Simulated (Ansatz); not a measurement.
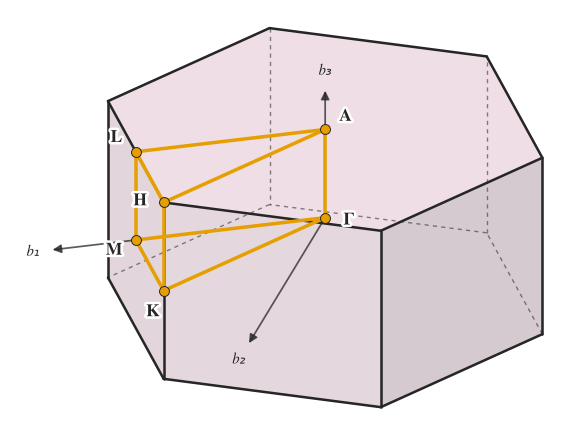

The figure shows the first Brillouin zone with its special points and a band path. Crystal: H₅Pt, the geometry relaxed with DFT PBE, scalar-relativistic, plane waves, PAW (Ansatz); the starting structure was generated, so it need not be a known form of this composition. Symmetry computed with spglib at a tolerance of 0.002 Å; standard conventional cell.

Labels and path follow the convention of Hinuma et al. (2017), as computed by seekpath; the arrows show the directions of the reciprocal primitive vectors b₁, b₂, b₃.

Which Bravais lattice has this zone?

A primitive hexagonal lattice (hP; extended symbol hP2). The zone is a hexagonal prism in its combinatorial type: 8 faces (6 with 4 edges, 2 with 6 edges), 18 edges, 12 vertices.

Write the standard path through the labelled points.

Γ–M–K–Γ–A–L–H–A | L–M | H–K
